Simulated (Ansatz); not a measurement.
**One shape, several levels: singlet SiH−**

We compute a comparison of 4 runs (PBE-QIDH/def2-TZVPPD, r2SCAN0/def2-TZVPPD, wB97M-V/def2-TZVPPD, RPA@PBE0/def2-TZVPPD) of singlet SiH−. 

The results are computed with Ansatz 0.2.0.

29 further runs of the same task are left out: 1 that didn't finish, 28 set aside as unsound or not needed.

## Step 1: The molecule

SiH−: 2 atoms, total charge -1, spin state singlet. As SMILES of the parent species, `[SiH]`. Geometry: relaxed at PBE0-D4/def2-TZVP. That shape belongs to the parent species and isn't relaxed for this state.

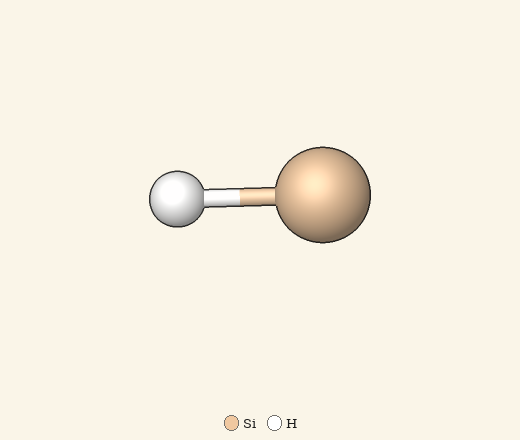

Viewed from a chosen angle; silicon light orange, hydrogen white.

## Step 2: A single-point energy at PBE-QIDH/def2-TZVPPD (run 1)

input.yaml reads:

```yaml
crystal:
  periodic: [false, false, false]
  atoms:
    - {symbol: Si, position_ang: [0.000000, 0.000000, -0.007580]}
    - {symbol: H, position_ang: [-0.000000, -0.000000, 1.524140]}
basis:
  gaussian: {orbitals: def2-TZVPPD.json}
output: {orbitals: {seedname: orbitals}}
total_charge: -1
hamiltonian: {xc: {name: PBE-QIDH}}
correlation: {frozen_orbitals: {H: 0, Si: 5}}
accuracy: high
```

The basis set def2-TZVPPD is read from a file made from the Basis Set Exchange's data (not shown).

Command:

```bash
ansatz run input.yaml --threads 1 --pin off --max-ram 3480MiB --events-out events.jsonl --progress --plain --runs-dir runs
```

What it wrote:

```text
Warning: RAYON_NUM_THREADS=1 ignored (pool sized by the plan → 1); use --threads N
Functional definition: PBE-QIDH
  name "PBE-QIDH"
  parameter a = 3^(-1/3)
  parameter c = 1/3
  exchange = (1 - a)*pbe_x + a*exact_x
  correlation = (1 - c)*pbe_c + c*(mp2_os + mp2_ss)
821 factors; integrals over basis functions are off by at most 3.9e-9 eV
mean field evaluation 1: about -7883.6645 eV, gradient 8.8e0 eV
mean field evaluation 2: about -7883.6630 eV, gradient 8.8e0 eV
mean field evaluation 4: about -7884.0190 eV, gradient 6.5e-1 eV
mean field evaluation 8: about -7884.0215 eV, gradient 4.6e-3 eV
mean field evaluation 16: about -7884.0215 eV, gradient 1.1e-6 eV
mean field -7884.02149574 eV, -289.7324459866 hartree, gradient 2.8e-8 eV, S^2 0.000000; 0 other end points of the search recorded, 0 dependent functions left out; unrestricted orbitals would lower it
5 core orbitals not correlated: weight in the atoms' cores, before any rotation towards them, 1.000 or more for the frozen orbitals, at most 0.000 for the correlated occupied ones
reference -7884.02149647 eV, -289.7324460136 hartree; 3, 3 occupied and 57, 57 virtual orbitals, 821 factors
second order -3.56326926 eV of doubles, -0.00000000 eV of singles
Total energy: -7885.20925289 eV, -289.7760952570 hartree
```

Run time: 1.6 s. Hardware: 1 thread of Arm Neoverse V2, shared host; peak memory 0.11 GiB.

## Step 3: A single-point energy at r2SCAN0/def2-TZVPPD (run 2)

molecule.yaml reads:

```yaml
basis:
  gaussian:
    orbitals: def2-TZVPPD.json
crystal:
  periodic: [false, false, false]
  atoms:
    - {symbol: Si, position_ang: [0.000000, 0.000000, -0.007580]}
    - {symbol: H, position_ang: [-0.000000, -0.000000, 1.524140]}
total_charge: -1
hamiltonian:
  xc: {name: r2SCAN0}
accuracy: high
output: {orbitals: {seedname: orbitals}}
```

The basis set def2-TZVPPD is read from a file made from the Basis Set Exchange's data (not shown).

Command:

```bash
ansatz run molecule.yaml --threads 1 --pin off --max-ram 3480MiB --events-out events.jsonl --progress --plain --runs-dir runs
```

What it wrote:

```text
Warning: RAYON_NUM_THREADS=1 ignored (pool sized by the plan → 1); use --threads N
Functional definition: r2SCAN0
  name "r2SCAN0"
  parameter a = 0.25
  parameter k0 = 0.174
  parameter k1 = 0.065
  parameter a1 = 4.9479
  exchange = (1 - a)*r2scan_x(k0 = k0, k1 = k1, a1 = a1) + a*exact_x
  correlation = r2scan_c
821 factors; integrals over basis functions are off by at most 3.9e-9 eV
mean field evaluation 1: about -7889.8612 eV, gradient 8.0e0 eV
mean field evaluation 2: about -7889.9876 eV, gradient 5.1e0 eV
mean field evaluation 4: about -7890.0496 eV, gradient 4.0e-1 eV
mean field evaluation 8: about -7890.0474 eV, gradient 5.9e-3 eV
mean field evaluation 16: about -7890.0474 eV, gradient 2.2e-6 eV
mean field evaluation 32: about -7890.0474 eV, gradient 1.5e-8 eV
mean field -7890.04737394 eV, -289.9538929261 hartree, gradient 3.0e-8 eV, S^2 0.000000; 2 other end points of the search recorded, 0 dependent functions left out
reference -7890.04737440 eV, -289.9538929429 hartree; 8, 8 occupied and 57, 57 virtual orbitals, 821 factors
Total energy: -7890.04737440 eV, -289.9538929429 hartree
```

Wall time 3.9 s (1 thread of Arm Neoverse V2, shared host); peak memory 0.13 GiB.

Run 3 isn't shown in full; the table further down has it.

## Step 4: A single-point energy at RPA@PBE0/def2-TZVPPD (run 4)

job.yaml reads:

```yaml
basis:
  gaussian: {orbitals: def2-TZVPPD.json}
crystal:
  periodic: [false, false, false]
  atoms:
    - {symbol: Si, position_ang: [0.000000, 0.000000, -0.007580]}
    - {symbol: H, position_ang: [-0.000000, -0.000000, 1.524140]}
total_charge: -1
magnetization: {spin_polarized: false}
hamiltonian: {xc: pbe0}
correlation: {method: rpa, frozen_orbitals: {H: 0, Si: 5}}
accuracy: high
```

The basis set def2-TZVPPD is read from a file made from the Basis Set Exchange's data (not shown).

Command:

```bash
ansatz run job.yaml --threads 1 --pin off --max-ram 3480MiB --events-out events.jsonl --progress --plain --runs-dir runs
```

What it wrote, cut to the lines that bear on the results:

```text
Warning: RAYON_NUM_THREADS=1 ignored (pool sized by the plan → 1); use --threads N
Functional definition: PBE0
  name "PBE0"
[...]
821 factors; integrals over basis functions are off by at most 3.9e-9 eV
[...]
mean field -7887.67310071 eV, -289.8666399943 hartree, gradient 3.4e-8 eV, S^2 0.000000; 2 other end points of the search recorded, 0 dependent functions left out; unrestricted orbitals would lower it
unrestricted determinant -7876.21605790 eV, -289.4456014370 hartree, S^2 1.0496
5 core orbitals not correlated: weight in the atoms' cores, before any rotation towards them, 1.000 or more for the frozen orbitals, at most 0.000 for the correlated occupied ones
reference -7874.83302706 eV, -289.3947759908 hartree; 3, 3 occupied and 57, 57 virtual orbitals, 821 factors
Total energy: -7880.49081424 eV, -289.6026958348 hartree
```

Run time: 2.3 s. Hardware: 1 thread of Arm Neoverse V2, shared host; peak memory 0.15 GiB.

## Step 5: The series

| run | level | frozen core orbitals | energy (Eh) | HOMO energy (eV) | LUMO energy (eV) | HOMO–LUMO gap (eV) | wall time |
| --- | --- | --- | --- | --- | --- | --- | --- |
| 1 | PBE-QIDH/def2-TZVPPD | 5 | -289.776095 | 0.64 | 4.73 | 4.09 | 1.6 s |
| 2 | r2SCAN0/def2-TZVPPD | – | -289.953893 | 1.81 | 3.11 | 1.30 | 3.9 s |
| 3 | wB97M-V/def2-TZVPPD | – | -289.969298 | 0.15 | 5.05 | 4.90 | 8.4 s |
| 4 | RPA@PBE0/def2-TZVPPD | 5 | -289.602696 | – | – | – | 2.3 s |

## Step 6: Results

```
                               quantity          value
                    run 4: total energy  -289.60270 Eh
run 4: RPA correlation energy (valence)     -207.9 mEh
```

What this shows: Over runs 1, 2, 3 the HOMO–LUMO gap runs from 1.30 eV (r2SCAN0/def2-TZVPPD) to 4.90 eV (wB97M-V/def2-TZVPPD). The empty levels of an anion lie above zero and hang on the basis. Totals of different functionals can't be ranked against each other. In runs 1, 2, 3 the HOMO lies above zero, so the outermost electron may be held by the basis alone. In runs 1, 4 the log says that unrestricted orbitals would lower the reference, so the values rest on an unstable closed-shell determinant (other closed-shell runs at this shape may share the fault). All runs together took 16 s, the longest 8.4 s.
